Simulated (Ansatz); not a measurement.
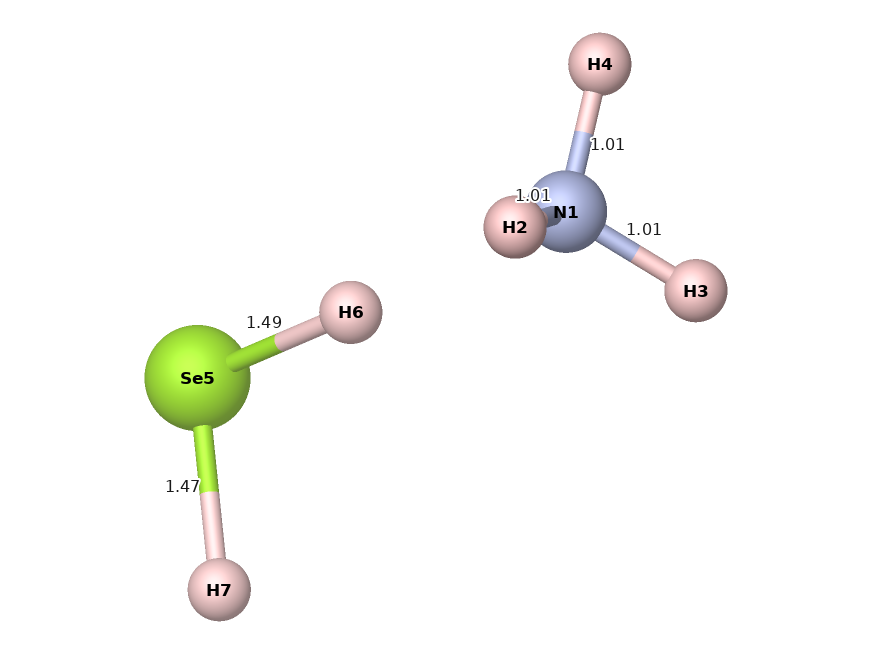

The numbers beside the sticks are distances in Å. Sticks don't show bond order. Computed geometry: PBE0-D4/def2-TZVP optimisation.

Question: Assign a bond order to each marked bond.

Answer: N1–H2 single; N1–H3 single; N1–H4 single; Se5–H6 single; Se5–H7 single.

Question: Give the structure as SMILES.

Answer: N.[SeH2]
